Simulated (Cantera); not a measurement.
Charge: 1 mol Si, 1.2 mol SF6, 81 mol N2, equilibrated at 35.0 Pa.

These are equilibrium values from Cantera (NASA tables, ideal gas, pure condensed phases), not measurements of a reactor. Candidate condensed phases: S, Si, Si3N4; 29 gas species. The tables' values for SF3, S2F2 (SSF2) are old estimates; treat these amounts as uncertain. Gases not in the tables: S3 to S7. The numbers say what is thermodynamically allowed, not how fast it happens.

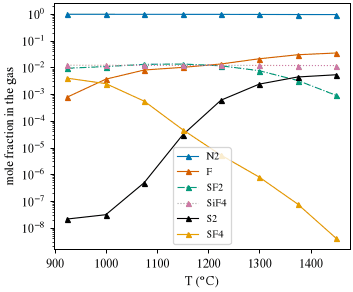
Figure: Equilibrium gas composition (values under 1e-9 drawn at 1e-9)

From 925 °C to 1450 °C nothing is condensed. The main Si-bearing gas is SiF4 throughout.
